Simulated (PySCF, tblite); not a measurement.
# C5H11BF2Si: geometry, infrared bands and NMR shifts

Aim: predict the infrared bands and NMR shifts of C5H11BF2Si (`FB(F)C1CC[SiH2]CC1`).

The runs use tblite 0.8.0 and PySCF 2.14.0, with density-fitted response routines of our own; the level of theory stands in each step. All values are computed, except where a source is named. Atoms are numbered from 0 throughout.

### Step 1. The starting structure

20 atoms, charge 0, multiplicity 1; geometry from: force field or distance geometry start.

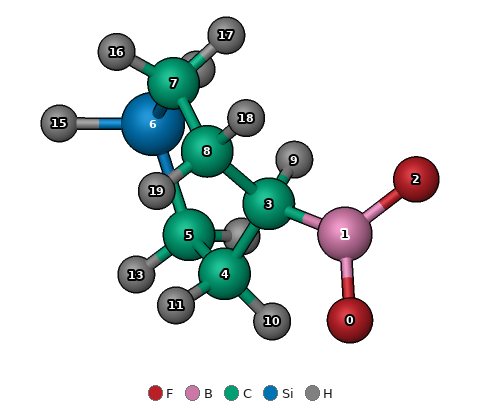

The starting geometry (fluorine red, boron pink, carbon teal, silicon blue, hydrogen grey), atoms numbered; sticks join atoms by distance.

### Step 2. Relaxing the molecule with GFN2-xTB

Job settings and geometry (Å):

```
{"job": {"kind": "relax", "xc": "GFN2-xTB", "basis": "xTB"}, "charge": 0, "multiplicity": 1}
F     -3.152200     0.957400     1.090500
B     -2.483800     0.220200     0.045900
F     -3.202100    -0.203900    -1.109100
C     -0.910200     0.122200    -0.006300
C     -0.196900     1.227700     0.718700
C      1.141800     1.423300     0.010200
Si     1.860100    -0.164600    -0.628500
C      0.740800    -1.624100    -0.341700
C     -0.473500    -1.266300     0.487500
H     -0.602500     0.172900    -1.066100
H     -0.746200     2.192600     0.565900
H     -0.087300     1.033000     1.793100
H      0.934100     2.101500    -0.836300
H      1.883100     1.943700     0.677500
H      2.105200    -0.040400    -2.060600
H      3.094100    -0.436800     0.154400
H      1.320800    -2.457000     0.076200
H      0.324600    -1.935000    -1.344000
H     -1.280500    -1.982600     0.193200
H     -0.274700    -1.273000     1.576400
```

The run is started by

```bash
$ OMP_NUM_THREADS=1 python probes_run.py task.json out
```

The driver reads the jobs from task.json and runs them one after another.

The program printed:

```text
step      E/eV     max force
  0    -783.70233    3.464
  1    -784.18423    2.177
  2    -784.36107    1.895
  3    -784.42837    0.701
  4    -784.50274    0.761
  5    -784.52517    0.741
  6    -784.55455    0.446
  7    -784.57541    0.573
  8    -784.59565    0.466
  9    -784.60781    0.232
 10    -784.61724    0.218
 11    -784.62551    0.244
 12    -784.63360    0.280
 13    -784.64054    0.182
 14    -784.64566    0.187
 15    -784.64940    0.155
 16    -784.65304    0.186
 17    -784.65719    0.174
 18    -784.66137    0.154
 19    -784.66483    0.143
 20    -784.66757    0.108
 21    -784.67010    0.118
 22    -784.67272    0.127
 23    -784.67554    0.140
 24    -784.67872    0.137
 25    -784.68253    0.146
 26    -784.68708    0.139
 27    -784.69199    0.171
 28    -784.69677    0.199
 29    -784.70145    0.194
 30    -784.70677    0.165
 31    -784.71318    0.159
 32    -784.71964    0.192
 33    -784.72446    0.151
 34    -784.72759    0.105
 35    -784.73023    0.123
 36    -784.73298    0.110
 37    -784.73541    0.126
 38    -784.73699    0.108
 39    -784.73851    0.084
 40    -784.73996    0.088
 41    -784.74285    0.112
 42    -784.74473    0.120
 43    -784.74707    0.087
 44    -784.74906    0.099
 45    -784.75195    0.121
 46    -784.75608    0.156
 47    -784.76151    0.194
 48    -784.76735    0.184
 49    -784.77433    0.215
 50    -784.78322    0.387
 51    -784.77835    0.510
 52    -784.80050    0.265
 53    -784.80883    0.202
 54    -784.82027    0.182
 55    -784.82405    0.160
 56    -784.83113    0.212
 57    -784.83393    0.132
 58    -784.83617    0.090
 59    -784.83743    0.087
 60    -784.83897    0.097
 61    -784.84002    0.070
 62    -784.84068    0.062
 63    -784.84119    0.051
 64    -784.84177    0.066
 65    -784.84245    0.061
 66    -784.84304    0.061
 67    -784.84352    0.047
 68    -784.84389    0.044
 69    -784.84415    0.032
 70    -784.84434    0.034
 71    -784.84453    0.034
 72    -784.84476    0.032
 73    -784.84497    0.036
 74    -784.84513    0.032
 75    -784.84523    0.023
 76    -784.84531    0.020
 77    -784.84539    0.018
 78    -784.84546    0.021
 79    -784.84553    0.021
 80    -784.84560    0.019
 81    -784.84569    0.020
 82    -784.84578    0.028
 83    -784.84586    0.028
 84    -784.84591    0.018
 85    -784.84596    0.016
 86    -784.84601    0.016
 87    -784.84607    0.030
 88    -784.84614    0.037
 89    -784.84623    0.031
 90    -784.84631    0.020
 91    -784.84638    0.021
 92    -784.84644    0.019
 93    -784.84650    0.021
 94    -784.84656    0.017
 95    -784.84662    0.016
 96    -784.84669    0.017
 97    -784.84673    0.016
 98    -784.84676    0.011
 99    -784.84678    0.009
```

It took 1.4 s on 1 thread of Arm Neoverse N1, shared host; peak memory 0.18 GiB.

Step by step: (not every step is listed)

| step | energy from step 0 (eV) | largest force (eV/Å) |
| --- | --- | --- |
| 0 | 0.0000 | 3.4636 |
| 1 | -0.4819 | 2.1768 |
| 2 | -0.6587 | 1.8946 |
| 3 | -0.7260 | 0.7007 |
| 4 | -0.8004 | 0.7614 |
| 5 | -0.8228 | 0.7414 |
| 6 | -0.8522 | 0.4459 |
| 7 | -0.8731 | 0.5730 |
| 8 | -0.8933 | 0.4658 |
| 16 | -0.9507 | 0.1862 |
| 24 | -0.9764 | 0.1367 |
| 32 | -1.0173 | 0.1918 |
| 40 | -1.0376 | 0.0884 |
| 48 | -1.0650 | 0.1840 |
| 56 | -1.1288 | 0.2124 |
| 64 | -1.1394 | 0.0656 |
| 72 | -1.1424 | 0.0320 |
| 80 | -1.1433 | 0.0190 |
| 88 | -1.1438 | 0.0367 |
| 94 | -1.1442 | 0.0169 |
| 95 | -1.1443 | 0.0157 |
| 96 | -1.1444 | 0.0175 |
| 97 | -1.1444 | 0.0158 |
| 98 | -1.1444 | 0.0110 |
| 99 | -1.1445 | 0.0091 |

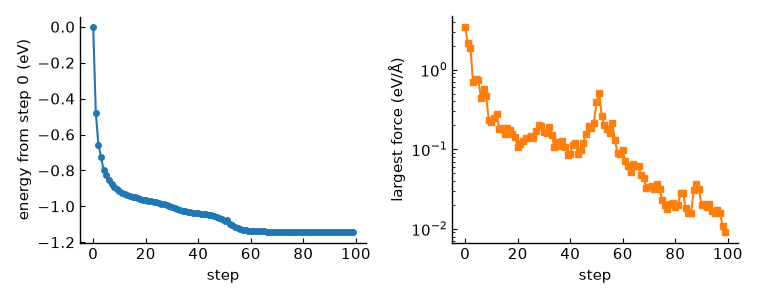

Energy and largest force along the relaxation.

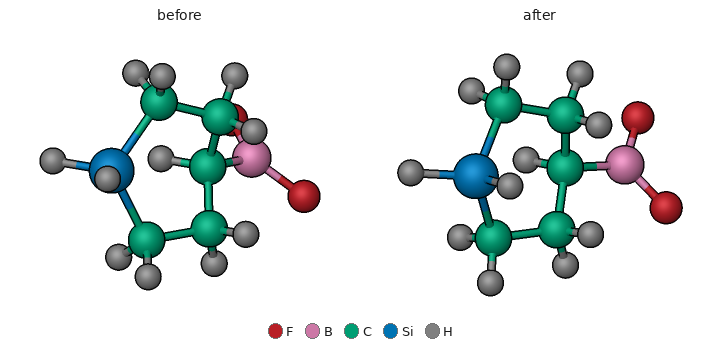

The geometry before (left) and after (right).

Distances of close pairs at the start and the end, largest changes first:

| bond | before (Å) | after (Å) | change (Å) |
| --- | --- | --- | --- |
| F0–B1 | 1.443 | 1.318 | -0.124 |
| B1–F2 | 1.425 | 1.320 | -0.105 |
| C5–Si6 | 1.856 | 1.900 | +0.043 |
| Si6–C7 | 1.862 | 1.900 | +0.039 |
| C7–H17 | 1.129 | 1.091 | -0.037 |
| C3–C4 | 1.502 | 1.537 | +0.035 |
| C5–H13 | 1.125 | 1.090 | -0.035 |
| C4–H10 | 1.121 | 1.094 | -0.027 |

The next job starts from the end point, and lists it.

### Step 3. Infrared spectrum with GFN2-xTB

Job settings and geometry (Å):

```
{"job": {"kind": "ir", "xc": "GFN2-xTB", "basis": "xTB"}, "charge": 0, "multiplicity": 1}
F     -2.961477     1.059288     1.413579
B     -2.561979     0.243794     0.458020
F     -3.526431    -0.530661    -0.003390
C     -1.075112     0.167976    -0.088300
C     -0.176962     1.269876     0.496357
C      1.151929     1.408469    -0.243398
Si     2.105594    -0.234269    -0.228916
C      0.766702    -1.520557    -0.633596
C     -0.505341    -1.246387     0.164991
H     -1.105705     0.299464    -1.178376
H     -0.718178     2.219384     0.455673
H      0.009389     1.051119     1.549972
H      0.953805     1.720036    -1.270716
H      1.732555     2.209287     0.214790
H      3.171974    -0.244656    -1.235196
H      2.664172    -0.490841     1.105493
H      1.109921    -2.532257    -0.415830
H      0.527723    -1.497293    -1.698319
H     -1.267807    -1.984954    -0.098303
H     -0.299921    -1.356141     1.232428
```

The program printed:

```text
mode    cm-1     km/mol
  1       7.7      0.01
  2      70.8      0.86
  3     118.2      1.57
  4     168.9      1.80
  5     198.9      0.59
  6     223.1      4.16
  7     312.3      2.41
  8     360.2      8.01
  9     376.0      1.15
 10     423.9      4.96
 11     471.5      8.83
 12     522.3    110.51
 13     558.1      3.84
 14     570.3     42.30
 15     647.6    124.63
 16     685.6     20.22
 17     712.8      1.82
 18     748.3     11.73
 19     776.5    223.06
 20     805.8    213.43
 21     846.7    119.08
 22     885.7     11.12
 23     902.4      4.04
 24    1006.1     39.15
 25    1019.3     10.57
 26    1071.6      2.76
 27    1080.7      8.26
 28    1117.9      5.36
 29    1132.1     11.04
 30    1199.1      2.68
 31    1210.1     39.82
 32    1227.7     18.85
 33    1261.1    212.70
 34    1272.3    396.06
 35    1286.0    111.34
 36    1308.9     10.32
 37    1310.2      3.53
 38    1341.7      4.33
 39    1363.0     29.20
 40    1479.5      1.32
 41    1483.4      1.25
 42    1494.4      0.89
 43    1504.7      2.58
 44    2215.5    347.91
 45    2239.3    334.42
 46    2900.3     22.08
 47    2949.0     46.12
 48    2952.3     46.19
 49    2968.6      3.50
 50    2970.4     16.03
 51    2976.2     46.13
 52    2982.2    119.93
 53    2991.3     21.44
 54    2994.9     65.41
```

Run time: 1.4 s. Hardware: 1 thread of Arm Neoverse N1, shared host; peak memory 0.18 GiB.

The strongest bands and the atoms that carry them (share of the mass-weighted mode):

| cm⁻¹ | km/mol | atoms |
| --- | --- | --- |
| 648 | 124.6 | H15 39 %, H14 34 % |
| 776 | 223.1 | H14 42 %, H15 40 % |
| 806 | 213.4 | Si6 26 %, C5 15 %, C7 14 %, H13 10 % |
| 1261 | 212.7 | B1 30 %, H9 22 %, C3 11 % |
| 1272 | 396.1 | B1 66 %, F0 20 % |
| 2216 | 347.9 | H15 95 % |
| 2239 | 334.4 | H14 96 % |
| 2982 | 119.9 | H11 60 %, H12 14 % |

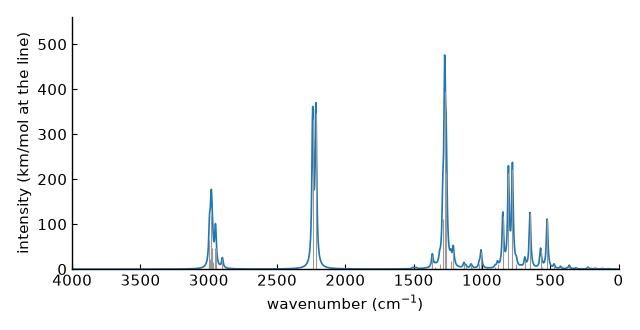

The infrared spectrum from these modes, unscaled. Lines are broadened to a width of 14 cm⁻¹ (Lorentzian).

### Step 4. NMR shieldings: PBE0/pcSseg-1

The job, as its differences from that of step 3:

```diff
@@ -1,2 +1,2 @@
-{"job": {"kind": "ir", "xc": "GFN2-xTB", "basis": "xTB"}, "charge": 0, "multiplicity": 1}
+{"job": {"kind": "nmr", "xc": "PBE0", "basis": "pcSseg-1"}, "charge": 0, "multiplicity": 1}
 F     -2.961477     1.059288     1.413579
```

With the program's defaults for keys left out, this is: GIAO PBE0/pcSseg-1 NMR shielding, non-relativistic, gas phase.

The program printed:

```text
coarse grid: 17136 points
cycle   1  E = -710.5262292286  dE =  9.288e-01  |g| = 7.123e-01  |ddm| = 3.938e+00
cycle   2  E = -710.4643813674  dE =  6.185e-02  |g| = 9.565e-01  |ddm| = 1.040e+00
cycle   3  E = -710.6236669027  dE = -1.593e-01  |g| = 4.939e-02  |ddm| = 6.018e-01
cycle   4  E = -710.6240778214  dE = -4.109e-04  |g| = 2.277e-02  |ddm| = 5.899e-02
cycle   5  E = -710.6241811400  dE = -1.033e-04  |g| = 7.528e-03  |ddm| = 2.293e-02
cycle   6  E = -710.6241941240  dE = -1.298e-05  |g| = 1.408e-03  |ddm| = 8.658e-03
cycle   7  E = -710.6241945774  dE = -4.534e-07  |g| = 3.127e-04  |ddm| = 1.580e-03
final grid: 161480 points
cycle   8  E = -710.6866595557  dE = -8.455e-05  |g| = 8.348e-03  |ddm| = 3.579e-02
cycle   9  E = -710.6866499627  dE =  9.593e-06  |g| = 1.030e-02  |ddm| = 1.604e-02
cycle  10  E = -710.6866769423  dE = -2.698e-05  |g| = 7.795e-04  |ddm| = 9.396e-03
cycle  11  E = -710.6866770738  dE = -1.315e-07  |g| = 1.947e-04  |ddm| = 1.042e-03
cycle  12  E = -710.6866770794  dE = -5.578e-09  |g| = 8.493e-05  |ddm| = 1.821e-04
cycle  13  E = -710.6866770804  dE = -1.074e-09  |g| = 1.546e-05  |ddm| = 5.868e-05
cycle  14  E = -710.6866770805  dE = -5.207e-11  |g| = 3.254e-06  |ddm| = 1.797e-05
converged SCF energy = -710.6866770805

GIAO shielding tensors (ppm)
atom      isotropic    diamagn.    paramagn.     s11        s22        s33       span
  0 F      244.199     468.066    -223.867     64.822    288.895    378.881    314.058
  1 B       71.882     194.097    -122.215     44.152     79.011     92.483     48.331
  2 F      245.596     467.532    -221.936     70.351    294.988    371.449    301.097
  3 C      155.994     255.300     -99.306    147.054    156.784    164.144     17.090
  4 C      157.577     248.081     -90.503    151.282    155.344    166.105     14.822
  5 C      175.627     250.505     -74.879    157.705    181.319    187.856     30.151
  6 Si     398.557     879.341    -480.784    378.045    394.544    423.082     45.037
  7 C      174.206     250.325     -76.118    154.762    180.431    187.426     32.663
  8 C      156.810     248.512     -91.701    145.624    156.313    168.494     22.870
  9 H       30.939      34.084      -3.145     28.423     29.763     34.632      6.209
 10 H       29.441      31.551      -2.111     22.937     29.594     35.791     12.853
 11 H       30.376      32.451      -2.075     26.594     29.585     34.950      8.357
 12 H       31.046      30.962       0.084     27.119     28.842     37.176     10.056
 13 H       30.697      29.399       1.299     25.612     27.925     38.555     12.942
 14 H       27.590      28.343      -0.753     24.455     24.695     33.620      9.165
 15 H       27.604      28.839      -1.235     24.530     25.248     33.035      8.505
 16 H       30.650      29.414       1.236     25.621     27.825     38.505     12.884
 17 H       30.941      30.977      -0.035     26.997     28.880     36.947      9.950
 18 H       29.383      31.506      -2.123     22.940     29.492     35.718     12.778
 19 H       30.480      32.404      -1.924     26.805     29.553     35.081      8.276
```

It took 77 s on 1 thread of Arm Neoverse N1, shared host; peak memory 0.96 GiB.

The references, computed at this level on geometries of the same kind, shield at (ppm): ¹H TMS 31.72, ¹³C TMS 186.9, ²⁹Si TMS 349.2, ¹⁹F CFCl3 170.9, ¹¹B BF3·OEt2 100.1. Their shielding less the atom's gives the shift. The references are single molecules in the gas phase, so shifts against H2O, NH3, PH3, H3PO4 or CFCl3 are not on the usual liquid scales and can be off by tens of ppm. Atoms listed in one row are averaged.

| atoms | environment | σ (ppm) | δ (ppm) | δ scaled to CDCl3 |
| --- | --- | --- | --- | --- |
| C3 | sp3 CH bonded to B | 156.0 | 30.9 | 28.3 |
| C4, C8 | sp3 CH2 in a ring | 157.2 | 29.7 | 27.1 |
| C5, C7 | sp3 CH2 bonded to Si | 174.9 | 12.0 | 9.8 |
| H14 | hydrogen on a silicon bonded to 2 C, in a 6-membered ring | 27.59 | 4.13 | – |
| H15 | hydrogen on a silicon bonded to 2 C, in a 6-membered ring | 27.60 | 4.11 | – |
| H10, H18 | hydrogen on an sp3 CH2 in a ring | 29.41 | 2.30 | 2.28 |
| H11, H19 | hydrogen on an sp3 CH2 in a ring | 30.43 | 1.29 | 1.32 |
| H13, H16 | hydrogen on an sp3 CH2 bonded to Si | 30.67 | 1.04 | 1.09 |
| H9 | hydrogen on an sp3 CH bonded to B | 30.94 | 0.78 | 0.84 |
| H12, H17 | hydrogen on an sp3 CH2 bonded to Si | 30.99 | 0.72 | 0.79 |
| F0, F2 | fluorine bonded to B | 244.9 | -74.0 | – |
| B1 | boron bonded to C, 2 F | 71.9 | 28.2 | – |
| Si6 | silicon bonded to 2 C, 2 H, in a 6-membered ring | 398.6 | -49.4 | – |

The scaled column applies a straight-line fit of computed shieldings to shifts measured in CDCl3, and one for carbons that bear F (root-mean-square error 0.16 ppm for H, 1.9 ppm for C).

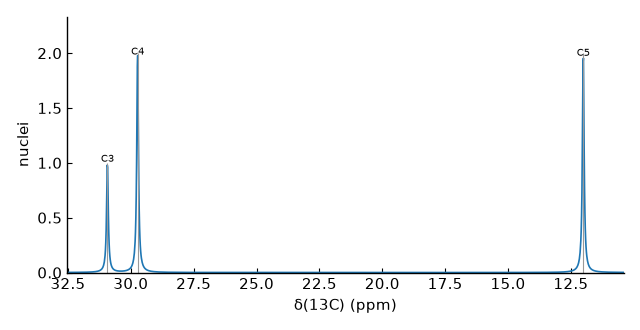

¹³C lines at the computed shifts, without couplings. Lines are broadened to a width of 0.08 ppm (Lorentzian).

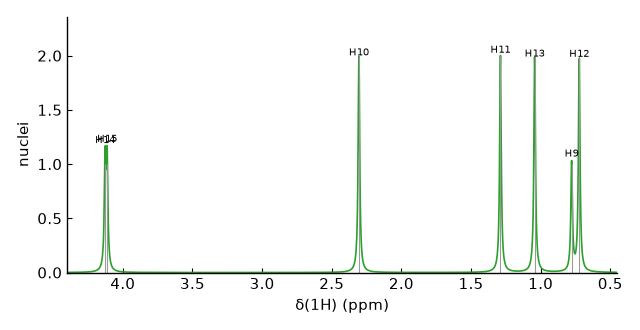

¹H lines at the computed shifts, without couplings. Lines are broadened to a width of 0.01 ppm (Lorentzian).

Charges from the same density, by scheme (e):

| atoms | Mulliken | IAO | Hirshfeld | ESP fit |
| --- | --- | --- | --- | --- |
| F0, F2 | -0.29 | -0.31 | -0.14 | -0.30 |
| B1 | 0.80 | 0.73 | 0.32 | 0.67 |
| C3 | -0.50 | -0.30 | -0.10 | -0.22 |
| C4, C8 | -0.21 | -0.24 | -0.07 | 0.01 |
| C5, C7 | -0.50 | -0.54 | -0.16 | -0.30 |
| Si6 | 0.65 | 0.75 | 0.34 | 0.44 |

IAO charges:

F0 -0.31; B1 0.73; F2 -0.32; C3 -0.30; C4 -0.24; C5 -0.54; Si6 0.75; C7 -0.54; C8 -0.24; H9 0.14; H10 0.14; H11 0.13; H12 0.14; H13 0.15; H14 -0.12; H15 -0.13; H16 0.15; H17 0.14; H18 0.14; H19 0.13

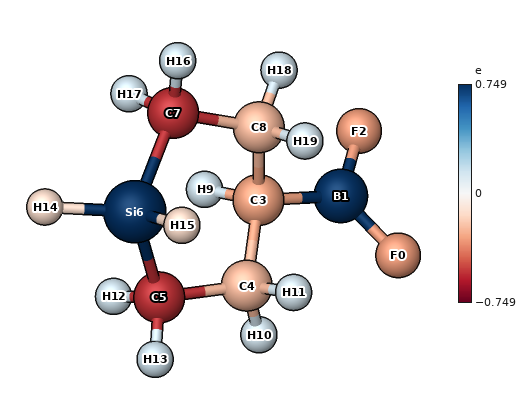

IAO charges, as colours on the atoms.

Mayer bond orders: F0–B1 1.13, B1–F2 1.12, B1–C3 0.94, C3–C4 0.99, C4–C5 1.04, C5–Si6 0.91, Si6–C7 0.91, C7–C8 1.04, C8–C3 1.01.

Ring of atoms C3, C4, C5, Si6, C7, C8: NICS(0) -1.8, NICS(1) -2.0, NICS(1)zz 4.2 ppm (means of both faces).

### Step 5. Results

| quantity | value |
| --- | --- |
| strongest single infrared mode (GFN2-xTB) | 1272 cm⁻¹, 396 km/mol |
| zero-point energy (GFN2-xTB) | 96.8 kcal/mol |
| ¹³C shifts against TMS (PBE0/pcSseg-1, means over atoms taken as alike) | 30.9, 29.7, 12.0 ppm |
| ¹H shifts against TMS (PBE0/pcSseg-1, means over atoms taken as alike) | 4.13, 4.11, 2.30, 1.29, 1.04, 0.78, 0.72 ppm |
| ¹⁹F shifts against CFCl3 (PBE0/pcSseg-1, means over atoms taken as alike) | -74.0 ppm |
| ¹¹B shifts against BF3·OEt2 (PBE0/pcSseg-1) | 28.2 ppm |
| ²⁹Si shifts against TMS (PBE0/pcSseg-1) | -49.4 ppm |

In words: The optimisation took 99 steps and gained 1.144 eV; among the close pairs (by a distance rule), F0–B1 changed most, from 1.443 to 1.318 Å. All 54 modes are real, so the xTB geometry is a minimum. The strongest single mode, at 1272 cm⁻¹, moves mainly B1. Unscaled tight-binding wavenumbers are off by several per cent, some by more. Its intensities can rank the bands wrongly. At PBE0/pcSseg-1: Shielding is most anisotropic at F0, F2 (span 308 ppm, paramagnetic term -223 ppm).
